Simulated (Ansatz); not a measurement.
# SiNH5 (SMILES [SiH3]N): HF/def2-TZVP

Aim: the electronic atomisation energy of SiNH5 at HF/def2-TZVP, from 4 runs. 

The calculation is run with Ansatz 0.2.0.

55 further runs of the same task are left out: 55 set aside as unsound or not needed.

## Step 1: Starting point

SiNH5: 7 atoms, total charge 0, spin state singlet. As SMILES, `[SiH3]N`. Geometry: relaxed at PBE0-D4/def2-TZVP.

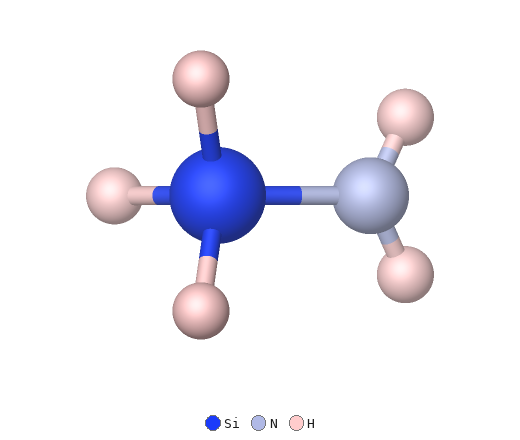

The structure, seen from a chosen angle (silicon blue, nitrogen light blue, hydrogen pink).

## Step 2: A single-point energy at HF/def2-TZVP

The input, molecule.yaml:

```yaml
crystal:
  periodic: [false, false, false]
  atoms:
    - {symbol: Si, position_ang: [-0.413010, -0.292700, -0.422350]}
    - {symbol: N, position_ang: [0.611760, 0.348670, 0.801280]}
    - {symbol: H, position_ang: [-0.018320, -1.706330, -0.653330]}
    - {symbol: H, position_ang: [-1.813170, -0.217090, 0.068940]}
    - {symbol: H, position_ang: [-0.367930, 0.402730, -1.743970]}
    - {symbol: H, position_ang: [0.391580, 1.238230, 1.219480]}
    - {symbol: H, position_ang: [1.609100, 0.226510, 0.729930]}
basis:
  gaussian: {orbitals: def2-TZVP}
accuracy: high
hamiltonian: {xc: hf}
output: {orbitals: {seedname: orbitals}}
```

The run is started by

```bash
$ ansatz run molecule.yaml --threads 1 --pin off --max-ram 3480MiB --events-out events.jsonl --progress --plain --runs-dir runs
```

What it wrote:

```text
Warning: RAYON_NUM_THREADS=1 ignored (pool sized by the plan → 1); use --threads N
Functional definition: HF
  name "HF"
  exchange = exact_x
  correlation = 0
1820 factors; integrals over basis functions are off by at most 3.8e-9 eV
mean field evaluation 1: about -9422.2224 eV, gradient 3.3e1 eV
mean field evaluation 2: about -9422.2332 eV, gradient 3.3e1 eV
mean field evaluation 4: about -9424.5849 eV, gradient 2.5e0 eV
mean field evaluation 8: about -9424.6113 eV, gradient 3.8e-4 eV
mean field -9424.61127871 eV, -346.3480762616 hartree, gradient 6.9e-9 eV, S^2 0.000000; 0 other end points of the search recorded, 0 dependent functions left out
reference -9424.61127871 eV, -346.3480762616 hartree; 13, 13 occupied and 85, 85 virtual orbitals, 1820 factors
Total energy: -9424.61127871 eV, -346.3480762616 hartree
```

Wall time 1.9 s (1 thread of Arm Neoverse V2, shared host); peak memory 0.22 GiB.

## Step 3: The H atom, same level

The input, molecule.yaml:

```yaml
crystal:
  periodic: [false, false, false]
  atoms:
    - {symbol: H, position_ang: [0.000000, 0.000000, 0.000000]}
basis:
  gaussian:
    orbitals: def2-TZVP
magnetization:
  spin_polarized: true
  initial_magnetization: 1
hamiltonian:
  xc: hf
accuracy: high
```

The run is started by

```bash
$ ansatz run molecule.yaml --threads 1 --pin off --max-ram 3480MiB --events-out events.jsonl --progress --plain --runs-dir runs
```

What it wrote:

```text
Warning: RAYON_NUM_THREADS=1 ignored (pool sized by the plan → 1); use --threads N
[... 4 set-up lines as earlier in the session ...]
21 factors; integrals over basis functions are off by at most 4.9e-8 eV
mean field evaluation 1: about -13.5531 eV, gradient 1.7e0 eV
mean field evaluation 2: about -13.5531 eV, gradient 1.7e0 eV
mean field evaluation 4: about -13.6007 eV, gradient 2.9e-3 eV
mean field evaluation 8: about -13.6005 eV, gradient 1.7e-11 eV
mean field -13.60051839 eV, -0.4998098322 hartree, gradient 6.6e-10 eV, S^2 0.750000; 0 other end points of the search recorded, 0 dependent functions left out
reference -13.60051839 eV, -0.4998098322 hartree; 1, 0 occupied and 5, 6 virtual orbitals, 21 factors
Total energy: -13.60051839 eV, -0.4998098322 hartree
```

It took 0.04 s on 1 thread of Arm Neoverse V2, shared host.

## Step 4: The N atom

The input, run.yaml:

```yaml
basis:
  gaussian:
    orbitals: def2-TZVP
crystal:
  periodic: [false, false, false]
  atoms:
    - {symbol: "N", position_ang: [0.000000, 0.000000, 0.000000]}
magnetization:
  spin_polarized: true
  initial_magnetization: 3
accuracy: high
hamiltonian:
  xc: hf
```

The run is started by

```bash
$ ansatz run run.yaml --threads 1 --pin off --max-ram 3480MiB --events-out events.jsonl --progress --plain --runs-dir runs
```

What it wrote:

```text
Warning: RAYON_NUM_THREADS=1 ignored (pool sized by the plan → 1); use --threads N
[... 4 set-up lines as earlier in the session ...]
312 factors; integrals over basis functions are off by at most 3.3e-9 eV
mean field evaluation 1: about -1480.2653 eV, gradient 5.4e0 eV
mean field evaluation 2: about -1480.2677 eV, gradient 5.4e0 eV
mean field evaluation 4: about -1480.3742 eV, gradient 1.5e-1 eV
mean field evaluation 8: about -1480.3742 eV, gradient 1.5e-8 eV
mean field -1480.37415832 eV, -54.4027468846 hartree, gradient 1.9e-8 eV, S^2 3.757734; 0 other end points of the search recorded, 0 dependent functions left out
reference -1480.37415832 eV, -54.4027468846 hartree; 5, 2 occupied and 26, 29 virtual orbitals, 312 factors
Total energy: -1480.37415832 eV, -54.4027468846 hartree
```

Run time: 0.1 s. Hardware: 1 thread of Arm Neoverse V2, shared host.

## Step 5: The Si atom at the same level

The input, run.yaml:

```yaml
crystal:
  periodic: [false, false, false]
  atoms:
    - {symbol: Si, position_ang: [0.000000, 0.000000, 0.000000]}
basis:
  gaussian: {orbitals: def2-TZVP}
magnetization: {spin_polarized: true, initial_magnetization: 2}
hamiltonian: {xc: hf}
accuracy: high
```

Run the same way, it converges to -288.85079 Eh (log not shown).

## Step 6: Results

Level: HF/def2-TZVP.

| quantity | value |
| --- | --- |
| molecule: total energy | -346.34808 Eh |
| molecule: HOMO energy | -10.93 eV |
| molecule: LUMO energy | 3.05 eV |
| molecule: HOMO–LUMO gap | 13.98 eV |
| H atom: total energy | -0.49981 Eh |
| H atom: ⟨S²⟩ | 0.750 |
| N atom: total energy | -54.40275 Eh |
| N atom: ⟨S²⟩ | 3.758 |
| Si atom: total energy | -288.85079 Eh |
| Si atom: ⟨S²⟩ | 2.015 |
| electronic atomisation energy | 16.204 eV |

What this shows: Taking the molecule apart into free atoms costs 16.20 eV (1563 kJ/mol), before zero-point energy and without spin-orbit coupling. Hartree–Fock lacks the correlation of the bonding pairs, which as a rule makes this value much too low; in minimal bases other errors can mask that.
